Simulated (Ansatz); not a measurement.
Cl2F2H2In2 (SMILES [F][InH-]1[Cl+][InH-]([F])[Cl+]1)

The calculation's input:

```
crystal:
  periodic: [false, false, false]
  atoms:
    - {symbol: F, position_ang: [2.457488, -1.574551, 0.048101]}
    - {symbol: In, position_ang: [1.798913, 0.238346, 0.142559]}
    - {symbol: Cl, position_ang: [0.107511, 0.287888, -1.724380]}
    - {symbol: In, position_ang: [-1.815448, -0.032267, -0.127908]}
    - {symbol: F, position_ang: [-2.177003, -1.921555, -0.298543]}
    - {symbol: Cl, position_ang: [-0.132214, 0.020078, 1.746318]}
    - {symbol: H, position_ang: [2.629666, 1.696851, 0.312946]}
    - {symbol: H, position_ang: [-2.868923, 1.285220, -0.099093]}
basis:
  gaussian: {orbitals: def2-TZVPP}
hamiltonian: {xc: pbe0, dispersion: d4}
output: {orbitals: {seedname: orbitals}}
```

Launched as:

```sh
ansatz run in.yaml --threads 2 --pin off --events-out ev --progress --plain --max-ram 22528MiB --backend cuda --devices 0, --max-vram 18GiB
```

Geometry: PBE0-D4/def2-TZVP; core potentials replace the inner electrons of In.

All numbers below come from Ansatz, RKS PBE0-D4/def2-TZVPP.

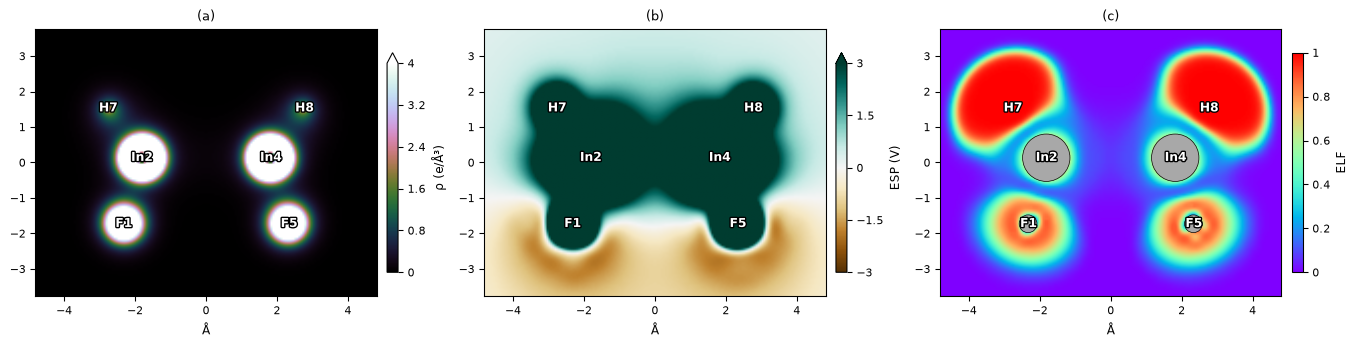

Figure 1. (a) electron density; (b) electrostatic potential; (c) ELF on the plane of atoms F5, In4 and H8. Grey discs cover the atomic cores in the ELF map.

Question: What does the map show?

Answer: The plane passes through F, In and H nuclei.
In–F (1.93 Å): ρ is about 0.84 e/Å³ halfway; the ELF peaks at about 0.85 in the valence shell of F, 0.5 Å from its nucleus, and drops to about 0.15 between the two atoms.
In–H (1.69 Å): the density is about 1.3 e/Å³ at the midpoint; the ELF climbs to about 1 towards the hydrogen.
The ELF also peaks beside F1 and F5, away from the bonds: lone-pair regions.
Outside the dense part of the molecule the potential is most negative (−1.9 V) near F1 and F5.

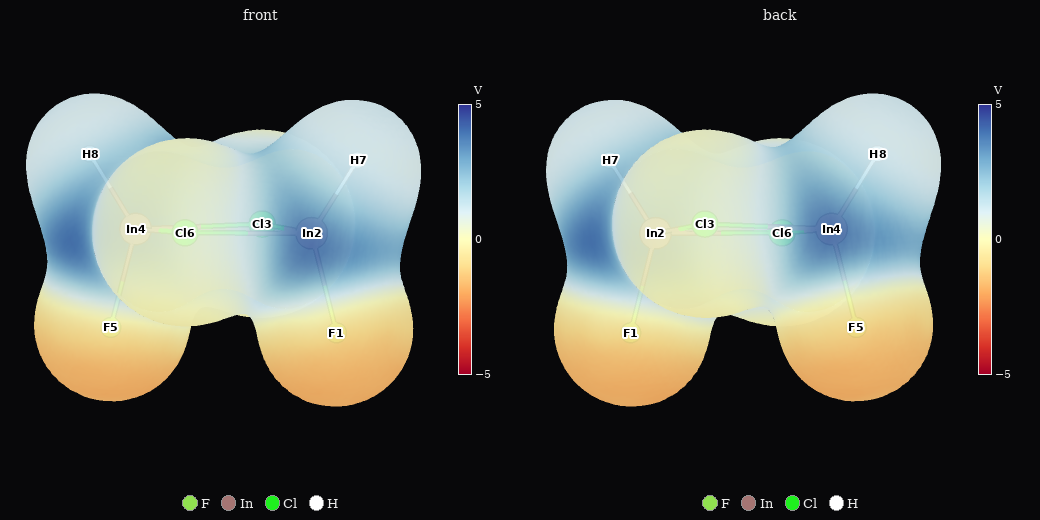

Figure 2. The electrostatic potential painted on the density surface at 0.004 e/bohr³, seen from the front and from behind; red is negative and blue positive.

Question: Which sites attract a positive test charge, and which a negative one?

Answer: A positive charge is drawn to the negative regions and a negative charge to the positive ones. The most negative region (about −1.8 V, or −42 kcal/mol for a unit charge) lies over F1 and F5, the most positive (about +4.0 V, or +92 kcal/mol for a unit charge) over In2 and In4.

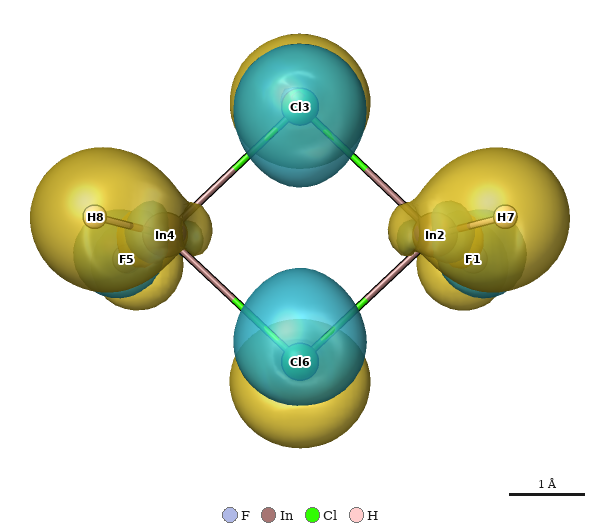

Figure 3. The HOMO−1 at ±0.1 Å⁻³ᐟ² (yellow and cyan are the two phases), seen from one side.

Question: What is the character of this orbital?

Answer: Its weight (Hirshfeld) is mainly on Cl3 (about 20 %), Cl6 (about 20 %), In4 (about 10 %), In2 (about 10 %), H8 (about 10 %) and H7 (about 10 %). Its energy is −9.72 eV.
